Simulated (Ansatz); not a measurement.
```yaml
atoms:
  - { symbol: Ga, position_ang: [0.1813, -0.7912, -0.3524] }
  - { symbol: H, position_ang: [-0.0205, 0.2742, 1.9132] }
  - { symbol: Cl, position_ang: [1.9048, 0.3922, -0.7631] }
  - { symbol: O, position_ang: [-1.4163, -0.0852, -0.6684] }
  - { symbol: H, position_ang: [-2.1573, -0.6818, -0.5230] }
  - { symbol: Cl, position_ang: [0.3933, -2.8475, 0.2198] }
  - { symbol: H, position_ang: [0.1973, -0.4194, 2.1514] }
```

These are results of RKS PBE0/def2-SVPD in Ansatz, not measurements.

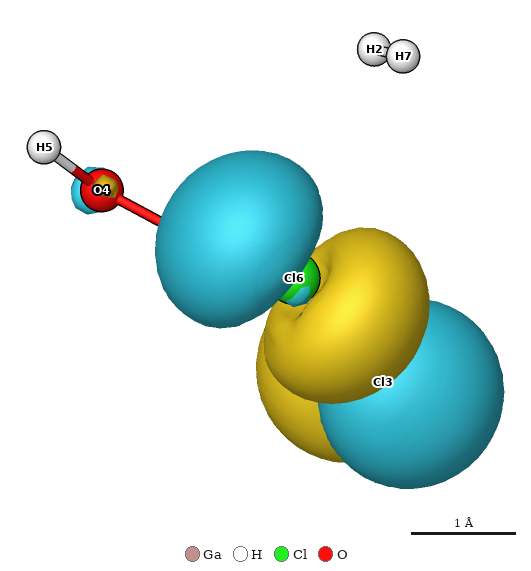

Cl₂GaHO···H₂. The HOMO at ±0.15 Å⁻³ᐟ² (yellow and cyan are the two phases), seen across its widest extent.

Question: What is the character of this orbital?

Answer: By Hirshfeld shares it lies mainly on Cl3 (about 50 %) and Cl6 (about 45 %); largely a combination of lone pairs on Cl3 and Cl6. Its energy is −9.42 eV.
